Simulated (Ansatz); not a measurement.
**Potassium, omega (AlB2-type) under PBEsol: ground state and equation of state**

Aim: take potassium in the omega (AlB2-type) structure, relax it, solve it on a dense k-mesh, then scale the cell to 7 volumes from 88 to 112 % of the relaxed one and try a fit of the equation of state. Spin polarisation is left out. The k-meshes are 5×5×7 for the relaxation; 7×7×10 for the dense run; 6×6×8 for the volumes.

Program: Ansatz 0.2.0. Level of theory: DFT PBEsol, plane waves (420 eV) with PAW, scalar-relativistic; PBE-made PAW files. These are calculated values, not measurements.

## (1) Starting point

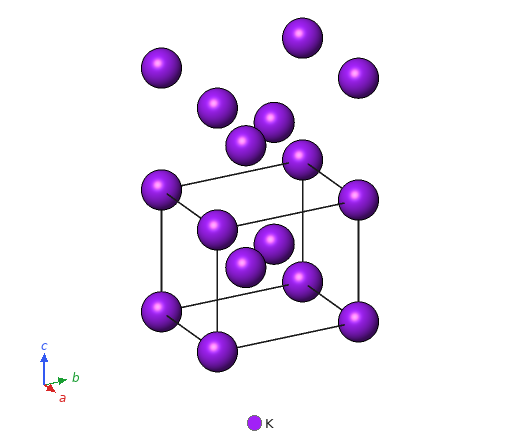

Start, viewed slightly off an axis; potassium purple. 1×1×2 cells are drawn. Any atoms on the faces are drawn again on the opposite ones.

As a file:

```cif
data_structure
_symmetry_space_group_name_H-M 'P 1'
_symmetry_Int_Tables_number 1
_cell_length_a 7.3867
_cell_length_b 7.3867
_cell_length_c 4.5281
_cell_angle_alpha 90.000
_cell_angle_beta 90.000
_cell_angle_gamma 120.000
_cell_volume 213.97
loop_
_atom_site_label
_atom_site_type_symbol
_atom_site_fract_x
_atom_site_fract_y
_atom_site_fract_z
_atom_site_occupancy
K1 K 0.00000 0.00000 0.00000 1
K2 K 0.33333 0.66667 0.50000 1
K3 K 0.66667 0.33333 0.50000 1
```

## (2) Geometry optimisation

The input, input.yaml:

```yaml
crystal:
  lattice:
    - [7.3867433931, 0.0, 0.0]
    - [-3.6933716966, 6.3971074297, 0.0]
    - [0.0, 0.0, 4.5280737]
  atoms:
    - { symbol: K, position: [0.0, 0.0, 0.0] }
    - { symbol: K, position: [0.3333333333, 0.6666666667, 0.5] }
    - { symbol: K, position: [0.6666666667, 0.3333333333, 0.5] }
hamiltonian:
  xc: pbesol
  pseudopotentials:
    kind: paw
    azcp:
      K: "pseudopotentials/K.paw.azcp"
basis:
  ecutwfc: 420
  fft_grid_basis: typed
kpoints:
  mp_grid: { grid: [5, 5, 7], shift: [0, 0, 0] }
magnetization:
  spin_polarized: false
scf:
  occupations: { method: fermi_dirac, width: 0.1 }
relax:
  max_steps: 60
  f_tol: 0.01
  cell: {}
output:
  write_density: true
  write_potential: true
  elf: true
  volumetric_format: npy
```

Launch:

```bash
$ ansatz run input.yaml --threads 2 --pin off --max-ram 5120MiB --backend cpu --events-out ev --progress --plain --runs-dir out
```

Standard output, shortened:

```text
Warning: <dir> the record states the generating functional pbe (its physics header spells it `PBE`), which answers neither for hamiltonian.xc's functional nor for the pbesol family's — results may be inconsistent (PPs are generated against a specific XC)
Warning: RAYON_NUM_THREADS=2 ignored (pool sized by the plan → 2); use --threads N
[...]
Pseudopotentials: kind: paw
Pseudopotential: K, paw, valence charge 9, recommended cutoff 420 eV (normal), <dir>
Functional definition: PBEsol
[...]
Crystal: 3 atoms, lattice volume = 213.969 Å³
Basis set: ecut = 420 eV, 4227 PW (Γ), exchange–correlation on 100×100×64 points (8 copies of the dense FFT grid, shifted against one another)
Bands: 18, of which v1, the nominal top of the filled ones, is band 14 counted from 1 (13 counted from 0)
Symmetry: 24 space group operations
Space group: P6/mmm (ITA 191), of the structure as read, at distance tolerance 6.0e-5 Å
k-points: 20 of 175
[...]
SCF iter   1: F=—  HF=-4548.097657 eV  |F-HF|=—  |Δ(HF+E_count)|=         —  Δρ=1.17e-3  dr2=1.42e-3  ethr=1.77e-3  ⟨swp⟩=6.4  Hψ=1995  notcnv=0
[...]
relax step   1: F+E_penalty+E_count = -4548.09678519 eV  Δ(F+E_penalty+E_count) = +0.000e0 eV  max|allowed force component| = 4.048e-18 eV/Å  Δτ_max = 0.0000 Å  P = +0.012 GPa  Ω = 213.969 Å³  (6 SCF iters, dr2 threshold 1.00e-7 eV, accepted)
[...]
SCF converged after 4 iterations
Free energy (F): -4548.099738 eV
[...]
E sigma→0 (E₀):  -4548.065152 eV
Entropy (-TS):   -0.069171 eV (-23.057 meV/atom)
Fermi energy:    1.811376 eV
[...]
--- Forces (eV/Å), atoms counted from 1 ---
  atom   1  K     -0.00000000     0.00000000     0.00000000
  atom   2  K     -0.00000000    -0.00000000     0.00000000
  atom   3  K      0.00000000     0.00000000    -0.00000000
[...]
--- Stress (GPa, compression-positive) ---
       -0.001102      -0.000000       0.000000
        0.000000      -0.001102       0.000000
        0.000000       0.000000       0.008153
  P = ⅓ Tr σ = 0.0020 GPa (0.020 kbar)
--- Band table (eV; the first three rows and the last of 20) ---
  k-point 0: bands = ["-30.1852", "-30.1789", "-30.0898", "-13.7611", "-13.7611", "-13.7092", "-13.7092", "-13.7019", "-13.6901", "-13.6295", "-13.6295", "-13.6118", "-0.3675", "2.9810", "2.9810", "2.9882", "2.9882", "3.3083"]
[...]
--- Relaxed structure (3 steps of the walk, 3 accepted, 1 SCFs on fresh bases) ---
  F+E_penalty+E_count = -4548.09973779 eV   max|allowed force component| = 1.927e-18 eV/Å   (the final SCF, on the basis selected at the relaxed cell)
  cell:  # Å, volume = 214.3385 Å³
    - [7.466490571472169, 2.917911973691396e-11, -1.2883748173568428e-33]
    - [-3.7332452857613543, 6.4661705119973, 2.8242211905648064e-33]
    - [-7.897737630485764e-34, 1.5430964293410647e-33, 4.439526100038316]
  atoms:
    - { symbol: K, position: [7.757613953509246e-36, -4.1814253241347945e-37, -1.0295115178936058e-84] }
    - { symbol: K, position: [0.33333333333333315, 0.6666666666666665, 0.49999999999999994] }
    - { symbol: K, position: [0.6666666666666665, 0.33333333333333326, 0.49999999999999994] }
```

Run time: 7.4 s. Hardware: 2 threads of Arm Neoverse V1, shared host; peak memory 0.43 GiB.

Step by step:

| step | energy change (meV/atom) | largest force (eV/Å) | pressure (GPa) | volume (Å³/atom) |
| --- | --- | --- | --- | --- |
| 1 | 0.00 | 0.0000 | 0.01 | 71.323 |
| 2 | -0.23 | 0.0000 | 0.01 | 71.343 |
| 3 | -0.98 | 0.0000 | 0.00 | 71.446 |
| 4 | -0.98 | 0.0000 | 0.00 | 71.446 |

Steps that repeat a cell are solved on a basis chosen anew, so their changes of energy are no gain of the relaxation.

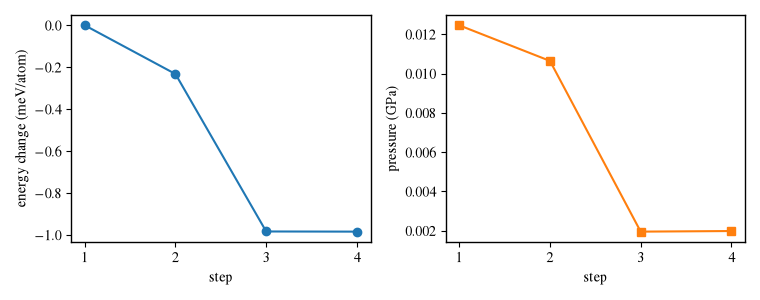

Energy and pressure over the accepted steps.

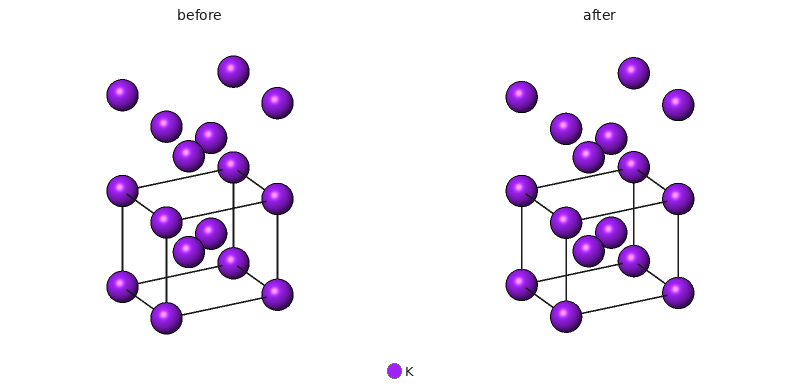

Start and end of the relaxation side by side. The cells drawn are those of the first picture.

The cell of the run, before and after:

|  | before | after | change |
| --- | --- | --- | --- |
| a (Å) | 7.387 | 7.466 | +1.1 % |
| b (Å) | 7.387 | 7.466 | +1.1 % |
| c (Å) | 4.528 | 4.440 | -2.0 % |
| volume (Å³/atom) | 71.323 | 71.446 | +0.2 % |
| shortest distance (Å) | 4.265 | 4.311 | +1.1 % |
| space group (spins left aside) | P6/mmm | P6/mmm | same |

## (3) The energy on a finer k-mesh

The input, input.yaml:

```yaml
crystal:
  lattice:
    - [7.4664905715, 0.0, 0.0]
    - [-3.7332452858, 6.466170512, 0.0]
    - [0.0, 0.0, 4.4395261]
  atoms:
    - { symbol: K, position: [0.0, 1.0, 1.0] }
    - { symbol: K, position: [0.3333333333, 0.6666666667, 0.5] }
    - { symbol: K, position: [0.6666666667, 0.3333333333, 0.5] }
hamiltonian:
  xc: pbesol
  pseudopotentials:
    kind: paw
    azcp:
      K: "pseudopotentials/K.paw.azcp"
basis:
  ecutwfc: 420
  fft_grid_basis: typed
kpoints:
  mp_grid: { grid: [7, 7, 10], shift: [0, 0, 0] }
magnetization:
  spin_polarized: false
scf:
  occupations: { method: fermi_dirac, width: 0.1 }
```

Launch:

```bash
$ ansatz run input.yaml --threads 2 --pin off --max-ram 5120MiB --backend cpu --events-out ev --progress --plain --runs-dir out
```

Standard output, shortened:

```text
Warning: <dir> the record states the generating functional pbe (its physics header spells it `PBE`), which answers neither for hamiltonian.xc's functional nor for the pbesol family's — results may be inconsistent (PPs are generated against a specific XC)
Warning: RAYON_NUM_THREADS=2 ignored (pool sized by the plan → 2); use --threads N
[...]
[... 3 set-up lines as earlier in the session ...]
[...]
Crystal: 3 atoms, lattice volume = 214.339 Å³
Basis set: ecut = 420 eV, 4215 PW (Γ)
Bands: 18, of which v1, the nominal top of the filled ones, is band 14 counted from 1 (13 counted from 0)
[... 2 set-up lines as earlier in the session ...]
k-points: 48 of 490
[...]
SCF iter   1: F=—  HF=-4548.093583 eV  |F-HF|=—  |Δ(HF+E_count)|=         —  Δρ=1.16e-3  dr2=1.33e-3  ethr=1.77e-3  ⟨swp⟩=6.2  Hψ=4723  notcnv=0
[...]
SCF iter   6: F=-4548.092780 eV  HF=-4548.092780 eV  |F-HF|=6.46e-10  |Δ(HF+E_count)|=   3.12e-8  Δρ=1.37e-6  dr2=8.28e-9  ethr=3.70e-10  ⟨swp⟩=2.0  Hψ=1708  notcnv=0
[...]
SCF converged after 6 iterations
Free energy (F): -4548.092780 eV
[...]
E sigma→0 (E₀):  -4548.052748 eV
Entropy (-TS):   -0.080063 eV (-26.688 meV/atom)
Fermi energy:    1.836784 eV
[...]
```

Run time: 3 s. Hardware: 2 threads of Arm Neoverse V1, shared host; peak memory 0.44 GiB.

## (4) The cell scaled to 88 % of its volume

input.yaml: that of step 3 with these lines changed.

```diff
@@ -2,5 +2,5 @@
   lattice:
-    - [7.4664905715, 0.0, 0.0]
-    - [-3.7332452858, 6.466170512, 0.0]
-    - [0.0, 0.0, 4.4395261]
+    - [7.1550182373, 0.0, 0.0]
+    - [-3.5775091187, 6.1964275581, 0.0]
+    - [0.0, 0.0, 4.2543267023]
   atoms:
@@ -19,3 +19,3 @@
 kpoints:
-  mp_grid: { grid: [7, 7, 10], shift: [0, 0, 0] }
+  mp_grid: { grid: [6, 6, 8], shift: [0, 0, 0] }
 magnetization:
@@ -24 +24,4 @@
   occupations: { method: fermi_dirac, width: 0.1 }
+  lower_state_search: "off"
+output:
+  stress: true
```

Launch:

```bash
$ ansatz run input.yaml --threads 2 --pin off --max-ram 5120MiB --backend cpu --events-out ev --progress --plain --runs-dir out
```

Standard output, shortened:

```text
Warning: <dir> the record states the generating functional pbe (its physics header spells it `PBE`), which answers neither for hamiltonian.xc's functional nor for the pbesol family's — results may be inconsistent (PPs are generated against a specific XC)
Warning: RAYON_NUM_THREADS=2 ignored (pool sized by the plan → 2); use --threads N
[...]
[... 3 set-up lines as earlier in the session ...]
[...]
Crystal: 3 atoms, lattice volume = 188.618 Å³
Basis set: ecut = 420 eV, 3657 PW (Γ)
Bands: 18, of which v1, the nominal top of the filled ones, is band 14 counted from 1 (13 counted from 0)
[... 1 set-up line as earlier in the session ...]
Space group: P6/mmm (ITA 191), of the structure as read, at distance tolerance 5.7e-5 Å
k-points: 35 of 288
[...]
SCF iter   1: F=—  HF=-4548.049955 eV  |F-HF|=—  |Δ(HF+E_count)|=         —  Δρ=1.25e-3  dr2=1.97e-3  ethr=1.77e-3  ⟨swp⟩=6.2  Hψ=3373  notcnv=0
[...]
SCF iter   6: F=-4548.048219 eV  HF=-4548.048219 eV  |F-HF|=3.34e-8  |Δ(HF+E_count)|=   2.22e-7  Δρ=5.00e-6  dr2=8.52e-8  ethr=3.70e-10  ⟨swp⟩=2.8  Hψ=2370  notcnv=0
[...]
SCF converged after 6 iterations
Free energy (F): -4548.048219 eV
[...]
E sigma→0 (E₀):  -4548.010743 eV
Entropy (-TS):   -0.074951 eV (-24.984 meV/atom)
Fermi energy:    2.402786 eV
[...]
--- Stress (GPa, compression-positive) ---
        0.593922       0.000000      -0.000000
        0.000000       0.593922      -0.000000
       -0.000000      -0.000000       0.597396
  P = ⅓ Tr σ = 0.5951 GPa (5.951 kbar)
```

Run time: 2.4 s. Hardware: 2 threads of Arm Neoverse V1, shared host; peak memory 0.4 GiB.

## (5) The cell scaled to 92 % of its volume

input.yaml: that of step 4 with these lines changed.

```diff
@@ -2,5 +2,5 @@
   lattice:
-    - [7.1550182373, 0.0, 0.0]
-    - [-3.5775091187, 6.1964275581, 0.0]
-    - [0.0, 0.0, 4.2543267023]
+    - [7.2618253009, 0.0, 0.0]
+    - [-3.6309126505, 6.2889251884, 0.0]
+    - [0.0, 0.0, 4.3178334786]
   atoms:
```

Launch:

```bash
$ ansatz run input.yaml --threads 2 --pin off --max-ram 5120MiB --backend cpu --events-out ev --progress --plain --runs-dir out
```

Standard output, shortened:

```text
Warning: <dir> the record states the generating functional pbe (its physics header spells it `PBE`), which answers neither for hamiltonian.xc's functional nor for the pbesol family's — results may be inconsistent (PPs are generated against a specific XC)
Warning: RAYON_NUM_THREADS=2 ignored (pool sized by the plan → 2); use --threads N
[...]
[... 3 set-up lines as earlier in the session ...]
[...]
Crystal: 3 atoms, lattice volume = 197.191 Å³
Basis set: ecut = 420 eV, 3843 PW (Γ)
Bands: 18, of which v1, the nominal top of the filled ones, is band 14 counted from 1 (13 counted from 0)
[... 1 set-up line as earlier in the session ...]
Space group: P6/mmm (ITA 191), of the structure as read, at distance tolerance 5.8e-5 Å
k-points: 35 of 288
[...]
SCF iter   1: F=—  HF=-4548.074534 eV  |F-HF|=—  |Δ(HF+E_count)|=         —  Δρ=1.18e-3  dr2=1.41e-3  ethr=1.77e-3  ⟨swp⟩=6.3  Hψ=3539  notcnv=0
[...]
SCF iter   6: F=-4548.073579 eV  HF=-4548.073579 eV  |F-HF|=1.26e-8  |Δ(HF+E_count)|=   4.43e-8  Δρ=2.74e-6  dr2=4.23e-8  ethr=3.70e-10  ⟨swp⟩=4.1  Hψ=1962  notcnv=0
[...]
SCF converged after 6 iterations
Free energy (F): -4548.073579 eV
[...]
E sigma→0 (E₀):  -4548.035509 eV
Entropy (-TS):   -0.076141 eV (-25.380 meV/atom)
Fermi energy:    2.196163 eV
[...]
--- Stress (GPa, compression-positive) ---
        0.357225       0.000000       0.000000
        0.000000       0.357225      -0.000000
        0.000000      -0.000000       0.366839
  P = ⅓ Tr σ = 0.3604 GPa (3.604 kbar)
```

It took 2.5 s on 2 threads of Arm Neoverse V1, shared host; peak memory 0.41 GiB.

(Part 1 of 2 ends here.)
